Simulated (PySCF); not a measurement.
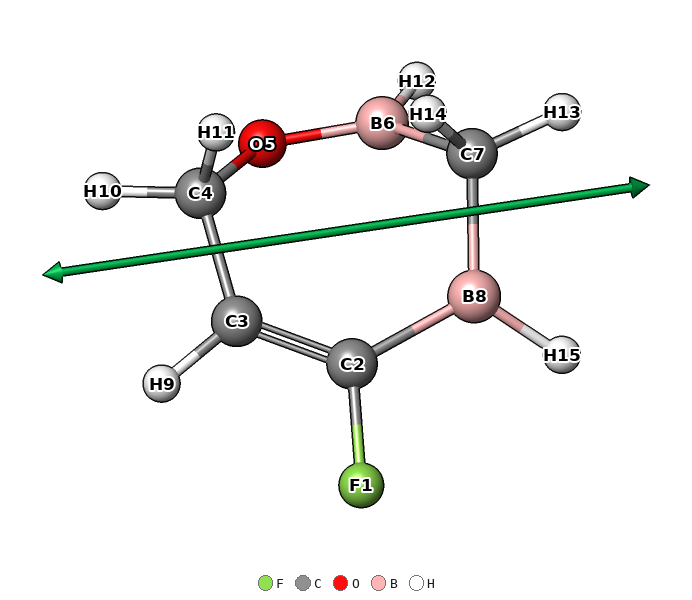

The double arrow shows the direction of the transition dipole to excited singlet state 1 (its length means nothing). The geometry was computed by an optimisation with GFN2-xTB. No frequency run is at hand to confirm it as a minimum. Properties computed with TDDFT B3LYP/def2-SVPD, vertical, gas phase, core orbitals frozen in the response (PySCF 2.14.0).

How is the transition polarised?

Nearly parallel to the O5–B6 bond.

Give its energy, strength and character.

4.69 eV (264 nm), oscillator strength 0.086, mainly HOMO → LUMO (weight 0.85); transition dipole 2.19 D.

The geometry is semi-empirical. Around B such bond lengths and angles can be off by a tenth of an ångström or more and by several degrees, and values that hang on the shape move with them.
